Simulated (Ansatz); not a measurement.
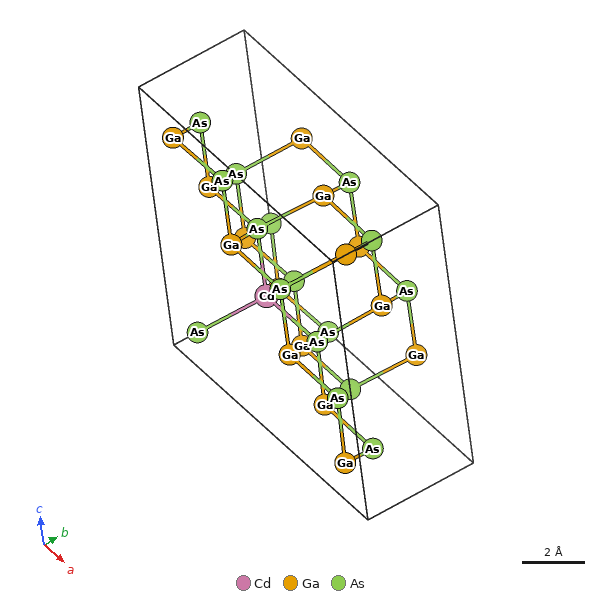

The crystal in a ball-and-stick representation, seen slightly off an axis. The supercell is drawn as a box. The host is GaAs, in a cell of 32 sites, and the cell carries a charge of -1.

### What defect is present?

Cadmium on a gallium site (a substitutional impurity). It is bonded to four As in a tetrahedral arrangement at about 2.5 Å.

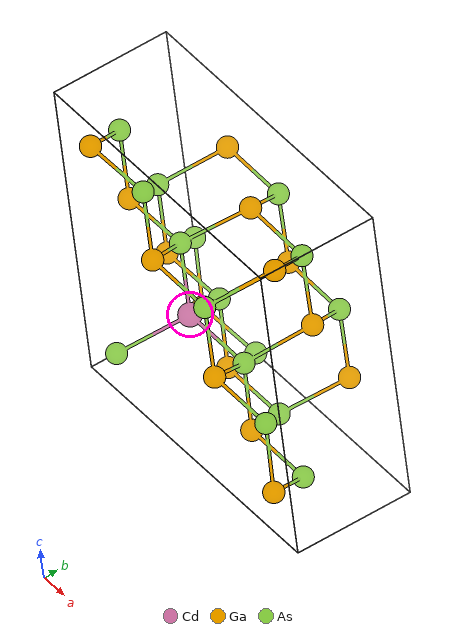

The same cell with a ring at the defect's site.

The atoms were relaxed in the host's cell with DFT LDA, scalar-relativistic, plane waves, PAW in Ansatz 0.2.0.
